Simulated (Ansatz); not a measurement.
Cost and result by functional for the adsorption energy of Cl on the 1x1 (0001) surface of hcp Sc, one in a 2x2 cell, started at the site 'bridge Sc-Sc (span 3.3 Å)', in Ansatz (plane waves, PAW). Single points on the PBE structure, on one kind of machine; costs are rough ratios of the slab run's core time (references not counted) to the cheapest single point. r2SCAN's cost holds its higher cutoff (500 against 420 eV). Differences are taken against r2SCAN for comparison alone: no measured value is at hand, so the table doesn't rank accuracy.

Set-up: 17 atoms, 7.6 Å thick at the start under the adsorbate (thin: gaps and levels are the slab's own); mesh 5x5x1; 0.1 eV smearing; dipole correction on; 8 atoms held, the rest relaxed; start symmetry kept, larger cells not searched; no spin, no spin-orbit, no U, no dispersion correction. At the end it is bonded to 3 Sc. In PBE it is, or lies within 0.03 eV of, the lowest of the starts that converged. These notes are the PBE run's. Adsorption energies are against ½ Cl2(g). A negative adsorption energy means that the adsorbate is more stable on the surface than in its reference.

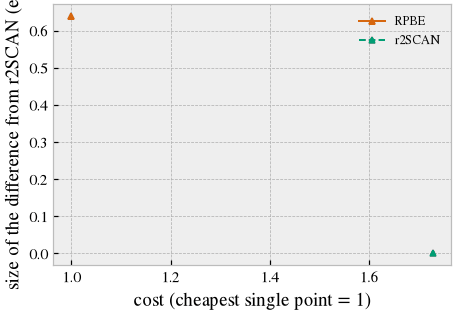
Difference from r2SCAN against cost

| functional | relative cost | adsorption energy (eV) | less r2SCAN (eV) |
|---|---|---|---|
| RPBE | 1 | -3.66 | 0.64 |
| r2SCAN | 2 | -4.30 | 0.00 |
| PBE (the relaxed run's value) | – | -3.83 | 0.47 |

The values span 0.64 eV, while the single points' costs differ by a factor of roughly 2. Differences are of unrounded values.

Ansatz is a quantum-chemistry and plane-wave program.
